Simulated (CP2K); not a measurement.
**CH9BSSi (SMILES [BH3-][S+](C)[SiH3]): a first try and a second**

Aim: a single-point energy of CH9BSSi at PM3.

Program for the calculation: CP2K 2026.2.

2 further runs of the same task are left out: 2 set aside as unsound or not needed.

## Step 1: The structure to begin with

The species is CH9BSSi (13 atoms), meant as a singlet with charge 0. As SMILES, `[BH3-][S+](C)[SiH3]`. The shape is that of a GFN2-xTB optimisation.

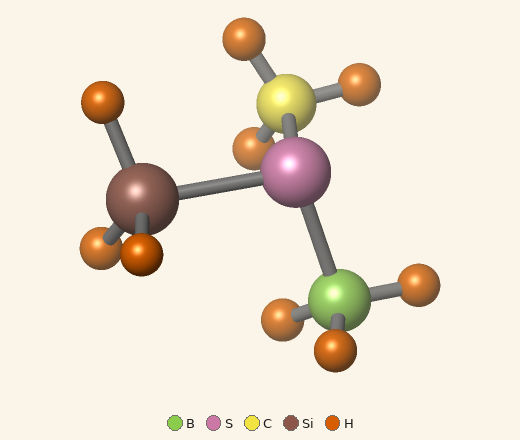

The structure, seen from a chosen angle (boron green, sulfur pink, carbon yellow, silicon brown, hydrogen orange).

## Step 2: Try one

molecule.xyz

```xyz
13

B     -1.201620     0.642660     1.210510
S      0.447130     0.835560     0.089210
C      1.428520    -0.589190     0.660960
Si    -0.239840     0.055310    -1.838090
H     -1.934380     1.456580     0.757900
H     -1.544460    -0.482610     1.029110
H     -0.821770     0.875020     2.306630
H      2.225670    -0.787850    -0.047730
H      1.844960    -0.317800     1.625240
H      0.781120    -1.452670     0.774170
H     -0.945550    -1.200060    -1.616550
H      1.008360    -0.164540    -2.564990
H     -1.048150     1.129580    -2.386370
```

run.inp

```
&global
   project run
   run_type ENERGY
   print_level MEDIUM
&end

&force_eval
   method Quickstep
   &dft
      # Quickstep
      &QUICKSTEP
         method PM3
         eps_default 1.0E-10
         &se
            &coulomb
               cutoff [angstrom] 50
               rc_range [angstrom] 0
            &end
            &exchange
               cutoff [angstrom] 50
               rc_range [angstrom] 0
            &end
         &end
      &end
      # cluster boundary conditions
      &poisson
         periodic NONE
         poisson_solver ANALYTIC
      &end
      &scf
         scf_guess ATOMIC
         eps_scf 1.0E-06
         max_scf 80
         added_mos 4
         &diagonalization
            algorithm STANDARD
         &end
         &mixing
            method DIRECT_P_MIXING
            alpha 0.4
         &end
      &end
      # extra output
      &print
         &moments
            periodic F
            reference COM
            max_moment 1
         &end
         &mo ON
            energies T
            occupation_numbers T
            ndigits 6
            &each
               qs_scf 0
            &end
            add_last NUMERIC
         &end
         &hirshfeld OFF
         &end
      &end
   &end
   # structure
   &subsys
      &cell
         abc 20.2 18.9 20.9
         periodic NONE
      &end
      &topology
         coord_file_name molecule.xyz
         coord_file_format XYZ
         &center_coordinates
         &end
      &end
   &end
&end
```

On the command line:

```bash
$ OMP_NUM_THREADS=1 cp2k.psmp -i run.inp -o run.out
```

Standard output:

```text
Possible matches for unknown subsection

 QUICKSTEP

   keyword UKS in section %__ROOT__%FORCE_EVAL%DFT score:  104
   keyword MULTIP in section %__ROOT__%FORCE_EVAL%DFT score:  104
   keyword ROKS in section %__ROOT__%FORCE_EVAL%DFT score:  103
   enum MULLIKEN in section %__ROOT__%FORCE_EVAL%DFT for keyword PLUS_U_METHOD score:  103
   keyword SUBCELLS in section %__ROOT__%FORCE_EVAL%DFT score:  103

 *******************************************************************************
 *   ___                                                                       *
 *  /   \                                                                      *
 * [ABORT]                                                                     *
 *  \___/               unknown subsection QUICKSTEP of section DFT            *
 *    |                                                                        *
 *  O/|                                                                        *
 * /| |                                                                        *
 * / \                                               input/input_parsing.F:192 *
 *******************************************************************************

 ===== Routine Calling Stack =====

            4 section_vals_parse
            3 section_vals_parse
            2 section_vals_parse
            1 read_input
```

It took 1.3 s on 1 thread of AMD EPYC 7R43 (Zen 3), shared host; peak memory 0.16 GiB.

## Step 3: Diagnosis

The input was rejected.

The log says `\___/               unknown subsection QUICKSTEP of section DFT`. What is wrong: unknown section.

## Step 4: Try two

molecule.xyz is that of step 2.

mol.inp

```
&GLOBAL
 PROJECT_NAME mol
 RUN_TYPE ENERGY
 PRINT_LEVEL MEDIUM
&END GLOBAL

&FORCE_EVAL
 METHOD Quickstep
 &DFT
  &QS
   METHOD PM3
   EPS_DEFAULT 1.0E-10
   &SE
    &COULOMB
     CUTOFF [angstrom] 50
     RC_RANGE [angstrom] 0
    &END COULOMB
    &EXCHANGE
     CUTOFF [angstrom] 50
     RC_RANGE [angstrom] 0
    &END EXCHANGE
   &END SE
  &END QS
  &POISSON
   PERIODIC NONE
   POISSON_SOLVER ANALYTIC
  &END POISSON
  &SCF
   SCF_GUESS ATOMIC
   EPS_SCF 1.0E-06
   MAX_SCF 80
   ADDED_MOS 4
   &DIAGONALIZATION
    ALGORITHM STANDARD
   &END DIAGONALIZATION
   &MIXING
    METHOD DIRECT_P_MIXING
    ALPHA 0.4
   &END MIXING
  &END SCF
  &PRINT
   &MOMENTS
    PERIODIC F
    REFERENCE COM
    MAX_MOMENT 1
   &END MOMENTS
   &MO ON
    ENERGIES T
    OCCUPATION_NUMBERS T
    NDIGITS 6
    &EACH
     QS_SCF 0
    &END EACH
    ADD_LAST NUMERIC
   &END MO
   &HIRSHFELD OFF
   &END HIRSHFELD
  &END PRINT
 &END DFT
 &SUBSYS
  &CELL
   ABC 20.2 18.9 20.9
   PERIODIC NONE
  &END CELL
  &TOPOLOGY
   COORD_FILE_NAME molecule.xyz
   COORD_FILE_FORMAT XYZ
   &CENTER_COORDINATES
   &END CENTER_COORDINATES
  &END TOPOLOGY
 &END SUBSYS
&END FORCE_EVAL
```

On the command line:

```bash
$ OMP_NUM_THREADS=1 cp2k.psmp -i mol.inp > mol.out 2>&1
```

Standard output:

```text
CP2K| version string:                                       CP2K version 2026.2
[...]
 GLOBAL| Method name                                                        CP2K
[...]
 GLOBAL| Run type                                                         ENERGY
[...]
                             - Atoms:                                         13
[...]
                             - Spherical basis functions:                     25
[...]
 Number of electrons:                                                         26
[...]
     1 P_Mix/Diag. 0.40E+00    0.0     0.74986968       -15.3409672653 -1.53E+01
[...]
    17 DIIS/Diag.  0.13E-06    0.0     0.00000025       -21.0541513609 -3.78E-12
  *** SCF run converged in    17 steps ***
  Core-core repulsion energy [eV]:                           1478.29064502233678
  Core Hamiltonian energy [eV]:                              -815.81838047188512
  Two-electron integral energy [eV]:                        -2470.76971801156060
  Electronic energy [eV]:                                   -2051.20323947766519
  Total energy [eV]:                                         -572.91259445532853
  Atomic reference energy [eV]:                               573.45041076552047
  Heat of formation [kcal/mol]:                                12.40233972859144
[...]
 SE_DIPOLE| Moment [Debye]         -2.62398601       1.71113477       2.81958295
 SE_DIPOLE| Derivative [a.u.]       0.00000000       0.00000000       0.00000000
 ENERGY| Total FORCE_EVAL ( QS ) energy [hartree]            -21.054151360894174
[...]
```

Run time: 1.2 s. Hardware: 1 thread of AMD EPYC 7R43 (Zen 3), shared host; peak memory 0.18 GiB.

## Step 5: Results

At PM3:

| quantity | value |
| --- | --- |
| total energy | -21.05415 Eh |
| dipole moment | 4.21 D |
| HOMO energy | -9.86 eV |
| LUMO energy | -1.87 eV |
| HOMO–LUMO gap | 7.99 eV |
| heat of formation | 12.4 kcal/mol |
